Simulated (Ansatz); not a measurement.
**LaGaNi4 (P-6m2): the equilibrium volume**

At what volume is LaGaNi4 (P-6m2) free of pressure?

Method: DFT PBEsol, scalar-relativistic, plane waves, PAW, in Ansatz 0.2.0.

## Step 1: The structure to begin with

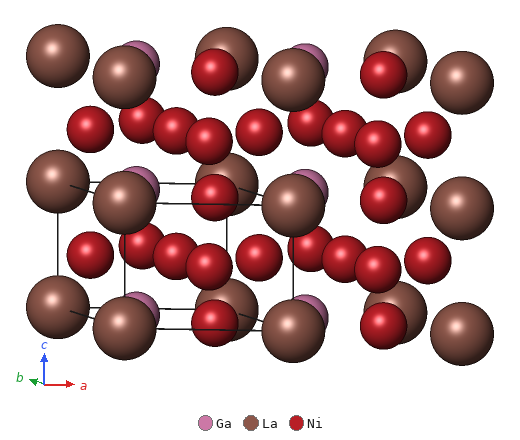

Start, viewed slightly off an axis; gallium pink, lanthanum brown, nickel red. 2×1×2 cells are drawn. Atoms on the faces are drawn again on the opposite ones.

Coordinates:

```
CELL_PARAMETERS angstrom
5.16565 0.00000 0.00000
-2.58282 4.47358 0.00000
0.00000 0.00000 3.85200
ATOMIC_POSITIONS crystal
Ga 0.33333 0.66667 0.00000
La 0.00000 0.00000 0.00000
Ni 0.66667 0.33333 0.00000
Ni 0.99354 0.49677 0.50000
Ni 0.50323 0.49677 0.50000
Ni 0.50323 0.00646 0.50000
```

The moments start at Ni 0.80 μB.

## Step 2: The first run (PBEsol, 6×6×6 mesh)

The input, input.yaml:

```yaml
crystal:
  lattice:
    - [5.16564782, 0.0, 0.0]
    - [-2.58282391, 4.47358224, 0.0]
    - [0.0, 0.0, 3.85199854]
  atoms:
    - { symbol: Ga, position: [0.3333333333, 0.6666666667, 0.0] }
    - { symbol: La, position: [0.0, 0.0, 0.0] }
    - { symbol: Ni, position: [0.6666666667, 0.3333333333, 0.0], spin: 0.8 }
    - { symbol: Ni, position: [0.9935383, 0.49676915, 0.5], spin: 0.8 }
    - { symbol: Ni, position: [0.50323085, 0.49676915, 0.5], spin: 0.8 }
    - { symbol: Ni, position: [0.50323085, 0.0064617, 0.5], spin: 0.8 }
basis:
  ecutwfc: 420
kpoints:
  mp_grid: { grid: [6, 6, 6] }
hamiltonian:
  xc: pbesol
scf:
  occupations: { method: gaussian, width: 0.1 }
  lower_state_search: "off"
output:
  forces: true
  stress: true
  eigenvalues: true
  populations: true
magnetization:
  spin_polarized: true
```

Launch:

```console
$ ansatz run input.yaml --threads 8 --pin off --max-ram 14336MiB --backend cpu --events-out ev --progress --plain --runs-dir out
```

The log of the run, shortened:

```text
Warning: RAYON_NUM_THREADS=8 ignored (pool sized by the plan → 8); use --threads N
La: projections on atomic orbitals take those of the free atom [Kr 4d10] 4f0 5s2 5p6 5d1 6s2, of charge +0.00 (hamiltonian.pseudopotentials.projection_atoms); the dataset's partial waves leave at most 1.9e-5 of an orbital's norm unspanned inside its sphere
[...]
Pseudopotentials: kind: paw
Pseudopotential: Ga, paw, valence charge 13, recommended cutoff 420 eV (normal), Ga.paw.azcp
Pseudopotential: La, paw, valence charge 11, recommended cutoff 420 eV (normal), La.paw.azcp
Pseudopotential: Ni, paw, valence charge 18, recommended cutoff 420 eV (normal), Ni.paw.azcp
Functional definition: PBEsol
[...]
Crystal: 6 atoms, lattice volume = 89.016 Å³
Basis set: ecut = 420 eV, 1771 PW (Γ), exchange–correlation on 72×72×54 points (8 copies of the dense FFT grid, shifted against one another)
Bands: 60, of which v1, the nominal top of the filled ones, is band 48 counted from 1 (47 counted from 0)
Symmetry: 12 space group operations
Space group: P-6m2 (ITA 187), of the structure as read, at distance tolerance 4.5e-5 Å
Magnetic group: BNS 187.209 (UNI 1439), of the structure as read, at distance tolerance 4.5e-5 Å
k-points: 28 of 216 (time reversal used)
[...]
Starting moments: Σ|m| = 3.2 μB on 4 of 6 sites
[...]
SCF iter   1: F=—  HF=-33127.072618 eV  |F-HF|=—  |Δ(HF+E_count)|=         —  Δρ=6.42e-2 (↑6.42e-2 ↓3.03e-2)  dr2=2.48e0  dr2_m=1.33e0  M=1.022 μB ∫|m|=1.562 μB  β_m=0.30  ethr=2.56e-3  ⟨swp⟩=1.0  Hψ=14105  notcnv=0
[...]
WARN: the starting moments were not kept: the SCF closed with an absolute magnetisation of 2.0e-5 μB, where they sum to 3.2 μB in size (4 sites). That is at most 0.1 of that sum. Measured as dr2_m measures the in/out step, that magnetisation stands 1.0e-10 eV from none, at or under the [...]
SCF converged after 23 iterations
Magnetization: -0.0000 μB (48.0000 up, 48.0000 down)
Absolute magnetization: 0.0000 μB (∫|ρ↑−ρ↓|, with the PAW one-centre terms)
Spin contamination: 0.0000 ħ² per cell (⟨S²⟩ above its minimum at these occupations)
Per-site moments (μB) at R_I (Å): [(3.2324563800476005e-7, 1.012112299709203), (1.6936283393980375e-6, 1.2302351158795095), (-1.0367127984626386e-6, 0.9975130958081485), (-2.9589846448989825e-6, 0.9975130958081485), (-2.9589846443898555e-6, 0.9975130958081487), (-2.958984644297344e-6, [...]
Free energy (F): -33126.846408 eV
[...]
E sigma→0 (E₀):  -33126.837449 eV
Entropy (-TS):   -0.017919 eV (-2.986 meV/atom)
Fermi energy:    15.329910 eV
[...]
--- Forces (eV/Å), atoms counted from 1 ---
  atom   1  Ga     0.00000000     0.00000000     0.00000000
  atom   2  La    -0.00000000     0.00000000     0.00000000
  atom   3  Ni    -0.00000000    -0.00000000     0.00000000
  atom   4  Ni    -0.01290890    -0.00745296     0.00000000
  atom   5  Ni     0.01290890    -0.00745296     0.00000000
  atom   6  Ni     0.00000000     0.01490592     0.00000000
[...]
--- Stress (GPa, compression-positive) ---
       -4.108319       0.000000       0.000000
        0.000000      -4.108319       0.000000
        0.000000       0.000000      -2.993951
  P = ⅓ Tr σ = -3.7369 GPa (-37.369 kbar)
--- Band table (eV; the first three rows and the last of 56) ---
[...]
--- Löwdin populations: 6 sites ---
  site symbol       q [e]    m [muB]
     0     Ga     13.7718     0.0000
     1     La     11.1442     0.0000
     2     Ni     17.6397    -0.0000
     3     Ni     17.5993    -0.0000
     4     Ni     17.5993    -0.0000
     5     Ni     17.5993    -0.0000
  spilling = 0.006734 (of n_electrons = 96.000000)
```

Run time: 10 s. Hardware: 8 threads of Arm Neoverse V2, shared host; peak memory 0.68 GiB.

In short: volume 14.836 Å³/atom, pressure -3.74 GPa, metallic, no moment left.

[end of part 1 of 2]
